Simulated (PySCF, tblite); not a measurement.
**CH₇B₂F₃Si₂: geometry, infrared bands and NMR shifts**

What infrared bands and NMR shifts should CH₇B₂F₃Si₂ (`B[SiH2][Si@@H](B)C(F)(F)F`) show?

The runs use tblite 0.8.0 and PySCF 2.14.0, with density-fitted response routines of our own; the level of theory stands in each step. All values are computed, except where a source is named. Atoms count from 0, in the outputs and in this text.

**1. The starting structure**

15 atoms, charge 0, multiplicity 1; geometry from: force field or distance geometry start.

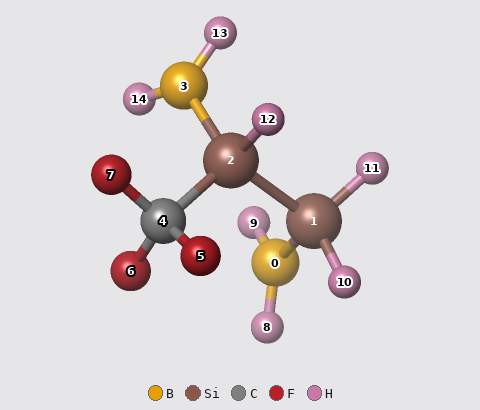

As it starts; boron amber, silicon brown, carbon grey, fluorine red, hydrogen pink, atoms numbered.

**2. Optimising the geometry with GFN2-xTB**

The job: settings as JSON, then the geometry in Å.

```
{"job": {"kind": "relax", "xc": "GFN2-xTB", "basis": "xTB"}, "charge": 0, "multiplicity": 1}
B      2.339800    -0.943500    -0.202500
Si     1.034500    -0.464400     1.167600
Si    -0.776700     0.479800     0.342600
B     -0.306500     2.015900    -0.775500
C     -1.905700    -0.717400    -0.528300
F     -2.467700    -1.518300     0.453400
F     -1.271100    -1.477100    -1.482500
F     -2.922100     0.046900    -1.093000
H      2.525100    -2.087900    -0.473200
H      2.844100    -0.084800    -0.843200
H      0.702600    -1.695000     1.900400
H      1.650400     0.518000     2.078700
H     -1.592600     1.035700     1.467700
H      0.028800     2.985700    -0.175100
H      0.112400     1.914400    -1.859000
```

Command:

```console
$ OMP_NUM_THREADS=1 python probes_run.py task.json out
```

This one command runs all jobs of the session in turn.

Output:

```text
step      E/eV     max force
  0    -700.60276    3.268
  1    -700.90769    1.576
  2    -701.10794    0.842
  3    -701.17820    0.536
  4    -701.22255    0.519
  5    -701.25773    0.543
  6    -701.28500    0.412
  7    -701.29995    0.309
  8    -701.31204    0.319
  9    -701.32490    0.317
 10    -701.33430    0.295
 11    -701.33890    0.163
 12    -701.34097    0.141
 13    -701.34299    0.123
 14    -701.34529    0.120
 15    -701.34704    0.115
 16    -701.34826    0.112
 17    -701.34952    0.097
 18    -701.35117    0.137
 19    -701.35311    0.150
 20    -701.35497    0.108
 21    -701.35657    0.148
 22    -701.35828    0.173
 23    -701.36035    0.161
 24    -701.36219    0.100
 25    -701.36334    0.101
 26    -701.36423    0.103
 27    -701.36524    0.108
 28    -701.36663    0.138
 29    -701.36826    0.119
 30    -701.36971    0.118
 31    -701.37081    0.105
 32    -701.37179    0.093
 33    -701.37288    0.094
 34    -701.37411    0.088
 35    -701.37540    0.100
 36    -701.37670    0.103
 37    -701.37790    0.087
 38    -701.37881    0.077
 39    -701.37941    0.060
 40    -701.37992    0.064
 41    -701.38052    0.078
 42    -701.38126    0.087
 43    -701.38201    0.082
 44    -701.38259    0.064
 45    -701.38304    0.061
 46    -701.38353    0.078
 47    -701.38415    0.095
 48    -701.38481    0.088
 49    -701.38536    0.057
 50    -701.38577    0.041
 51    -701.38610    0.044
 52    -701.38644    0.059
 53    -701.38679    0.053
 54    -701.38712    0.044
 55    -701.38743    0.041
 56    -701.38771    0.045
 57    -701.38797    0.052
 58    -701.38820    0.036
 59    -701.38839    0.034
 60    -701.38855    0.031
 61    -701.38873    0.041
 62    -701.38896    0.047
 63    -701.38925    0.038
 64    -701.38951    0.035
 65    -701.38969    0.030
 66    -701.38983    0.027
 67    -701.38998    0.034
 68    -701.39014    0.036
 69    -701.39029    0.028
 70    -701.39039    0.018
 71    -701.39045    0.021
 72    -701.39050    0.018
 73    -701.39057    0.023
 74    -701.39070    0.034
 75    -701.39090    0.040
 76    -701.39116    0.041
 77    -701.39137    0.032
 78    -701.39148    0.029
 79    -701.39159    0.027
 80    -701.39175    0.030
 81    -701.39200    0.042
 82    -701.39228    0.041
 83    -701.39250    0.036
 84    -701.39264    0.031
 85    -701.39275    0.026
 86    -701.39289    0.031
 87    -701.39309    0.034
 88    -701.39333    0.042
 89    -701.39346    0.027
 90    -701.39356    0.018
 91    -701.39361    0.021
 92    -701.39369    0.024
 93    -701.39378    0.026
 94    -701.39386    0.019
 95    -701.39392    0.017
 96    -701.39397    0.018
 97    -701.39401    0.017
 98    -701.39407    0.021
 99    -701.39418    0.027
100    -701.39434    0.042
101    -701.39454    0.054
102    -701.39482    0.054
103    -701.39520    0.066
104    -701.39567    0.049
105    -701.39607    0.061
106    -701.39641    0.045
107    -701.39669    0.069
108    -701.39701    0.034
109    -701.39756    0.026
110    -701.39795    0.048
111    -701.39732    0.129
112    -701.39820    0.040
113    -701.39829    0.031
114    -701.39844    0.020
115    -701.39853    0.019
116    -701.39901    0.020
117    -701.39912    0.029
118    -701.39920    0.026
119    -701.39936    0.025
120    -701.39957    0.034
121    -701.39991    0.044
122    -701.40022    0.047
123    -701.40052    0.039
124    -701.40076    0.032
125    -701.40097    0.037
126    -701.40125    0.039
127    -701.40121    0.083
128    -701.40166    0.042
129    -701.40182    0.035
130    -701.40203    0.041
131    -701.40224    0.031
132    -701.40236    0.029
133    -701.40293    0.040
134    -701.40329    0.055
135    -701.40405    0.074
136    -701.40486    0.074
137    -701.40597    0.046
138    -701.40664    0.043
139    -701.40697    0.029
140    -701.40712    0.036
141    -701.40726    0.032
142    -701.40737    0.026
143    -701.40748    0.028
144    -701.40759    0.030
145    -701.40781    0.046
146    -701.40810    0.043
147    -701.40853    0.057
148    -701.40889    0.056
149    -701.40932    0.091
150    -701.40965    0.049
151    -701.40990    0.032
152    -701.41009    0.035
153    -701.41019    0.035
154    -701.41041    0.037
155    -701.41067    0.051
156    -701.41113    0.074
157    -701.41198    0.087
158    -701.41318    0.082
159    -701.41474    0.085
160    -701.41653    0.114
161    -701.41779    0.148
162    -701.41827    0.108
163    -701.41962    0.104
164    -701.42028    0.060
165    -701.42090    0.133
166    -701.42167    0.078
167    -701.42204    0.036
168    -701.42237    0.054
169    -701.42262    0.040
170    -701.42304    0.028
171    -701.42328    0.030
172    -701.42346    0.038
173    -701.42364    0.045
174    -701.42397    0.048
175    -701.42439    0.032
176    -701.42466    0.039
177    -701.42485    0.042
178    -701.42508    0.040
179    -701.42542    0.036
180    -701.42571    0.036
181    -701.42587    0.035
182    -701.42611    0.027
183    -701.42627    0.057
184    -701.42647    0.034
185    -701.42660    0.020
186    -701.42679    0.034
187    -701.42691    0.025
188    -701.42720    0.021
189    -701.42737    0.031
190    -701.42760    0.034
191    -701.42767    0.043
192    -701.42799    0.091
193    -701.42825    0.043
194    -701.42845    0.031
195    -701.42872    0.056
196    -701.42892    0.029
197    -701.42915    0.029
198    -701.42935    0.048
199    -701.42962    0.034
200    -701.42978    0.034
201    -701.42978    0.057
202    -701.43009    0.026
203    -701.43022    0.028
204    -701.43051    0.051
205    -701.43065    0.038
206    -701.43089    0.037
207    -701.43104    0.031
208    -701.43116    0.031
209    -701.43129    0.030
210    -701.43141    0.025
211    -701.43151    0.019
212    -701.43157    0.018
213    -701.43164    0.021
214    -701.43173    0.019
215    -701.43182    0.020
216    -701.43191    0.017
217    -701.43198    0.017
218    -701.43204    0.022
219    -701.43211    0.019
220    -701.43219    0.014
221    -701.43229    0.018
222    -701.43236    0.021
223    -701.43247    0.025
224    -701.43258    0.027
225    -701.43271    0.021
226    -701.43280    0.019
227    -701.43285    0.019
228    -701.43290    0.022
229    -701.43295    0.021
230    -701.43302    0.025
231    -701.43308    0.020
232    -701.43312    0.018
233    -701.43316    0.017
234    -701.43320    0.017
235    -701.43324    0.014
236    -701.43326    0.009
```

Run time: 1.9 s. Hardware: 1 thread of Arm Neoverse V1, shared host.

The steps of the relaxation: (not every step is listed)

```
step  energy from step 0 (eV)  largest force (eV/Å)
   0                   0.0000                3.2678
   1                  -0.3049                1.5762
   2                  -0.5052                0.8419
   3                  -0.5754                0.5365
   4                  -0.6198                0.5194
   5                  -0.6550                0.5433
   6                  -0.6822                0.4123
   7                  -0.6972                0.3087
   8                  -0.7093                0.3195
  30                  -0.7670                0.1180
  52                  -0.7837                0.0589
  74                  -0.7879                0.0339
  96                  -0.7912                0.0180
 118                  -0.7964                0.0262
 140                  -0.8044                0.0362
 162                  -0.8155                0.1078
 184                  -0.8237                0.0337
 206                  -0.8281                0.0371
 228                  -0.8301                0.0216
 231                  -0.8303                0.0202
 232                  -0.8304                0.0175
 233                  -0.8304                0.0169
 234                  -0.8304                0.0166
 235                  -0.8305                0.0144
 236                  -0.8305                0.0088
```

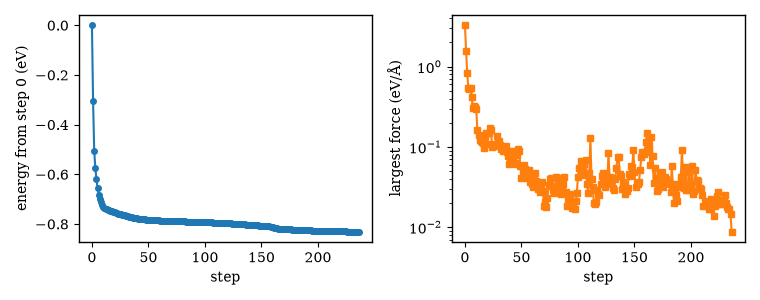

Energy and largest force along the relaxation.

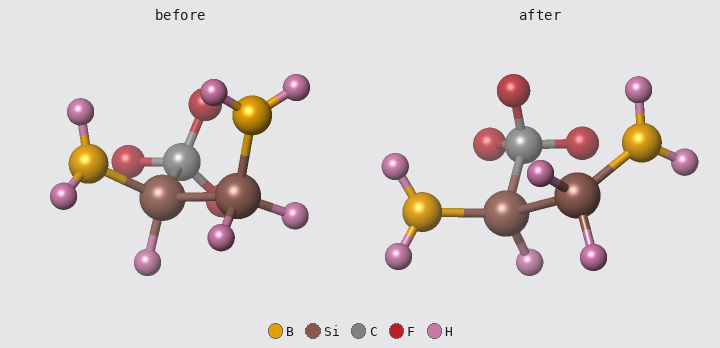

Before and after, at one scale.

Distances of close pairs at the start and the end, largest changes first:

```
   bond  before (Å)  after (Å)  change (Å)
Si1–Si2       2.203      2.382      +0.179
 Si2–C4       1.862      1.964      +0.103
  C4–F7       1.391      1.349      -0.043
  C4–F5       1.386      1.356      -0.030
 Si2–B3       1.957      1.930      -0.027
  B0–H8       1.190      1.169      -0.021
Si2–H12       1.497      1.476      -0.021
 B3–H13       1.189      1.169      -0.020
```

The next job starts from the end point, and lists it.

**3. Vibrational analysis with GFN2-xTB**

The job: settings as JSON, then the geometry in Å.

```
{"job": {"kind": "ir", "xc": "GFN2-xTB", "basis": "xTB"}, "charge": 0, "multiplicity": 1}
B      1.587569    -1.995239     0.278915
Si     1.413891    -0.182685     0.956375
Si    -0.749904     0.667319     0.436496
B     -0.762063     2.506375    -0.148930
C     -1.277692    -0.527911    -1.030359
F     -1.265690    -1.837677    -0.680073
F     -0.437513    -0.430108    -2.089223
F     -2.512992    -0.289682    -1.516405
H      1.241084    -2.916993     0.909060
H      2.011838    -2.203582    -0.790316
H      1.515424     0.038566     2.412192
H      2.354200     0.830151     0.431794
H     -1.711262     0.174402     1.441743
H     -0.867770     3.374500     0.626943
H     -0.543534     2.800553    -1.260126
```

Output:

```text
mode    cm-1     km/mol
  1      25.5      0.93
  2      32.6      0.05
  3      71.2      2.01
  4      91.1      0.96
  5     110.7      2.21
  6     127.1      1.28
  7     188.9      0.59
  8     201.3      0.70
  9     219.5      4.02
 10     236.4      4.64
 11     345.6     47.09
 12     385.3     18.71
 13     393.4     15.32
 14     454.2      7.08
 15     458.1      1.48
 16     482.2     36.82
 17     539.7     76.13
 18     586.4    134.43
 19     632.6      7.95
 20     650.5     32.18
 21     690.4     14.41
 22     702.9     14.24
 23     710.8     34.65
 24     725.5      7.86
 25     747.4     18.52
 26     753.0     83.07
 27     861.6    270.08
 28     999.0    156.18
 29    1012.7    155.15
 30    1124.1     99.72
 31    1175.6     48.84
 32    1179.0     32.28
 33    2131.8    186.22
 34    2158.4    214.52
 35    2166.7    462.88
 36    2641.8     72.49
 37    2649.3     56.31
 38    2679.6     74.14
 39    2685.6     79.20
```

Run time: 0.62 s. Hardware: 1 thread of Arm Neoverse V1, shared host.

Which atoms move in the most intense modes:

```
cm⁻¹  km/mol               atoms
 586   134.4  H11 55 %, H10 24 %
 862   270.1  H11 48 %, H10 47 %
 999   156.2    C4 71 %, F5 17 %
1013   155.2    C4 71 %, F7 16 %
1124    99.7    C4 71 %, F7 11 %
2132   186.2            H11 80 %
2158   214.5            H10 87 %
2167   462.9            H12 88 %
```

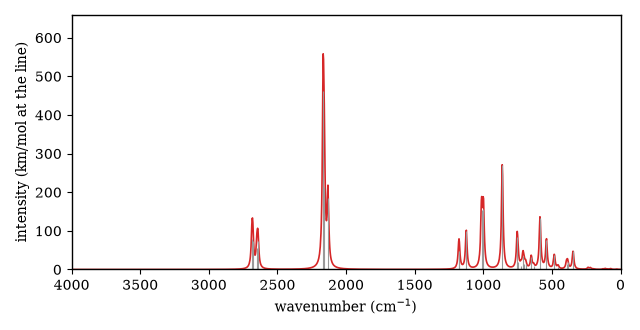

The infrared spectrum from these modes, unscaled. Lines are broadened to a width of 14 cm⁻¹ (Lorentzian).

**4. NMR shieldings: PBE0/pcSseg-1**

Settings changed since step 3:

```diff
@@ -1,2 +1,2 @@
-{"job": {"kind": "ir", "xc": "GFN2-xTB", "basis": "xTB"}, "charge": 0, "multiplicity": 1}
+{"job": {"kind": "nmr", "xc": "PBE0", "basis": "pcSseg-1"}, "charge": 0, "multiplicity": 1}
 B      1.587569    -1.995239     0.278915
```

With the program's defaults for keys left out, this is: GIAO PBE0/pcSseg-1 NMR shielding, non-relativistic, gas phase.

Output:

```text
coarse grid: 14104 points
cycle   1  E = -969.5679059052  dE =  6.100e-01  |g| = 8.279e-01  |ddm| = 3.360e+00
cycle   2  E = -969.4355365036  dE =  1.324e-01  |g| = 1.270e+00  |ddm| = 1.063e+00
cycle   3  E = -969.6857067760  dE = -2.502e-01  |g| = 3.511e-02  |ddm| = 6.502e-01
cycle   4  E = -969.6859464405  dE = -2.397e-04  |g| = 1.703e-02  |ddm| = 6.505e-02
cycle   5  E = -969.6860320758  dE = -8.564e-05  |g| = 4.084e-03  |ddm| = 2.595e-02
cycle   6  E = -969.6860375236  dE = -5.448e-06  |g| = 8.844e-04  |ddm| = 6.545e-03
final grid: 129896 points
cycle   7  E = -969.7485826976  dE = -4.893e-05  |g| = 6.356e-03  |ddm| = 2.168e-02
cycle   8  E = -969.7485791602  dE =  3.537e-06  |g| = 8.396e-03  |ddm| = 9.551e-03
cycle   9  E = -969.7485914483  dE = -1.229e-05  |g| = 7.526e-04  |ddm| = 4.834e-03
cycle  10  E = -969.7485915839  dE = -1.356e-07  |g| = 1.819e-04  |ddm| = 8.187e-04
cycle  11  E = -969.7485915928  dE = -8.888e-09  |g| = 4.916e-05  |ddm| = 2.661e-04
cycle  12  E = -969.7485915935  dE = -6.967e-10  |g| = 1.596e-05  |ddm| = 8.698e-05
converged SCF energy = -969.7485915935

GIAO shielding tensors (ppm)
atom      isotropic    diamagn.    paramagn.     s11        s22        s33       span
  0 B      -11.886     197.841    -209.727   -130.858    -58.251    153.450    284.307
  1 Si     482.123     881.683    -399.560    443.186    477.410    525.773     82.587
  2 Si     410.296     881.622    -471.327    358.790    424.838    447.259     88.469
  3 B      -11.439     197.371    -208.810   -129.670    -55.305    150.658    280.328
  4 C       42.401     249.739    -207.338     32.782     39.351     55.069     22.288
  5 F      231.530     475.932    -244.402    130.937    233.394    330.259    199.322
  6 F      234.309     476.966    -242.657    130.433    249.653    322.840    192.406
  7 F      239.253     472.583    -233.330    143.839    246.823    327.096    183.257
  8 H       21.268      29.731      -8.463      8.590     26.009     29.206     20.616
  9 H       21.229      29.948      -8.719      8.281     25.816     29.590     21.310
 10 H       28.023      29.416      -1.393     24.671     25.395     34.001      9.330
 11 H       28.121      29.826      -1.705     24.966     25.983     33.415      8.450
 12 H       27.125      29.320      -2.195     23.570     25.943     31.862      8.292
 13 H       21.430      29.158      -7.728      9.523     26.532     28.234     18.710
 14 H       21.085      29.452      -8.366      7.928     27.544     27.785     19.858
```

Wall time 30 s (1 thread of Arm Neoverse V1, shared host); peak memory 0.83 GiB.

The references, computed at this level on geometries of the same kind, shield at (ppm): ¹H TMS 31.72, ¹³C TMS 186.9, ²⁹Si TMS 349.2, ¹⁹F CFCl3 170.9, ¹¹B BF3·OEt2 100.1. Their shielding less the atom's gives the shift. The references are single molecules in the gas phase, so shifts against H2O, NH3, PH3, H3PO4 or CFCl3 are not on the usual liquid scales and can be off by tens of ppm. Atoms listed in one row are averaged.

```
     atoms                               environment  σ (ppm)  δ (ppm)  δ scaled to CDCl3
        C4                                CF3 carbon     42.4    144.5              139.1
    H8, H9          hydrogen on a boron bonded to Si    21.25    10.47                  –
  H13, H14          hydrogen on a boron bonded to Si    21.26    10.46                  –
       H12  hydrogen on a silicon bonded to C, B, Si    27.12     4.59                  –
       H10     hydrogen on a silicon bonded to B, Si    28.02     3.69                  –
       H11     hydrogen on a silicon bonded to B, Si    28.12     3.60                  –
        B0                   boron bonded to Si, 2 H    -11.9    112.0                  –
        B3                   boron bonded to Si, 2 H    -11.4    111.5                  –
       Si2             silicon bonded to C, B, Si, H    410.3    -61.1                  –
       Si1              silicon bonded to B, Si, 2 H    482.1   -133.0                  –
F5, F6, F7                   fluorine of a CF3 group    235.0    -64.1                  –
```

The scaled column applies a straight-line fit of computed shieldings to shifts measured in CDCl3, and one for carbons that bear F (root-mean-square error 0.16 ppm for H, 1.9 ppm for C).

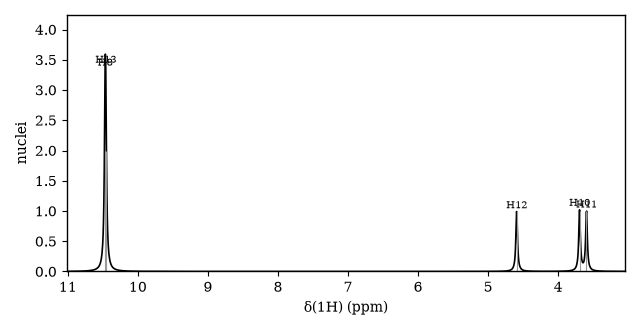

¹H lines at the computed shifts, without couplings. Lines are broadened to a width of 0.03 ppm (Lorentzian).

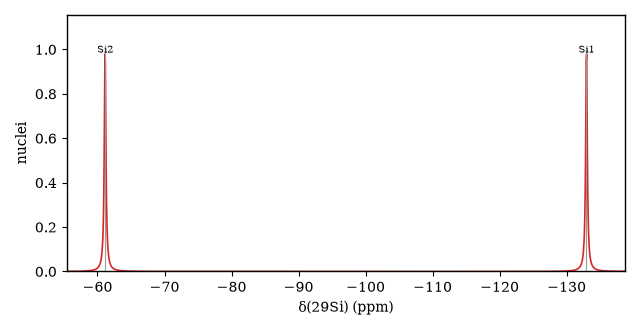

²⁹Si lines at the computed shifts, without couplings. Lines are broadened to a width of 0.29 ppm (Lorentzian).

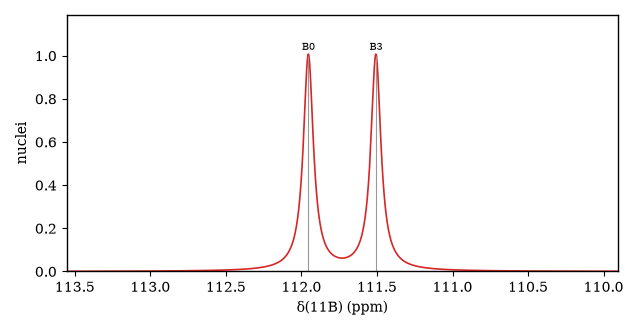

¹¹B lines at the computed shifts, without couplings. Lines are broadened to a width of 0.08 ppm (Lorentzian).

The run also stored atomic charges by several schemes (e):

```
     atoms  Mulliken    IAO  Hirshfeld  ESP fit
        B0     -0.14  -0.19       0.08     0.35
       Si1      0.11   0.32       0.18     0.04
       Si2      0.22   0.45       0.19     0.00
        B3     -0.12  -0.20       0.09     0.36
        C4      0.54   0.56       0.16     0.41
F5, F6, F7     -0.28  -0.29      -0.10    -0.19
```

Mulliken charges:

B0 -0.14; Si1 0.11; Si2 0.22; B3 -0.12; C4 0.54; F5 -0.28; F6 -0.28; F7 -0.27; H8 0.07; H9 0.07; H10 -0.02; H11 -0.03; H12 0.01; H13 0.06; H14 0.07

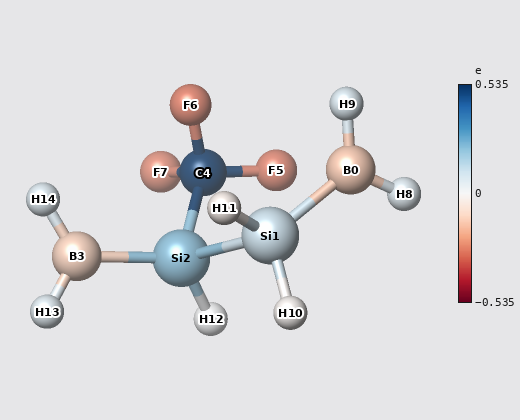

Mulliken charges, as colours on the atoms.

Mayer bond orders: B0–Si1 0.95, Si1–Si2 0.88, Si2–B3 0.98, Si2–C4 0.78, C4–F5 0.93, C4–F6 0.94, C4–F7 0.97.

**5. Outcome**

| quantity | value |
| --- | --- |
| strongest single infrared mode (GFN2-xTB) | 2167 cm⁻¹, 463 km/mol |
| zero-point energy (GFN2-xTB) | 48.6 kcal/mol |
| ¹³C shifts against TMS (PBE0/pcSseg-1) | 144.5 ppm |
| ¹H shifts against TMS (PBE0/pcSseg-1, means over atoms taken as alike) | 10.47, 10.46, 4.59, 3.69, 3.60 ppm |
| ¹¹B shifts against BF3·OEt2 (PBE0/pcSseg-1) | 112.0, 111.5 ppm |
| ²⁹Si shifts against TMS (PBE0/pcSseg-1) | -61.1, -133.0 ppm |
| ¹⁹F shifts against CFCl3 (PBE0/pcSseg-1, means over atoms taken as alike) | -64.1 ppm |

What this shows: The optimisation took 236 steps and gained 0.831 eV; among the close pairs (by a distance rule), Si1–Si2 changed most, from 2.203 to 2.382 Å. No mode is imaginary among the 39: a minimum at this level. The strongest single mode, at 2167 cm⁻¹, moves mainly H12. Unscaled tight-binding wavenumbers are off by several per cent, some by more. Its intensities can rank the bands wrongly.
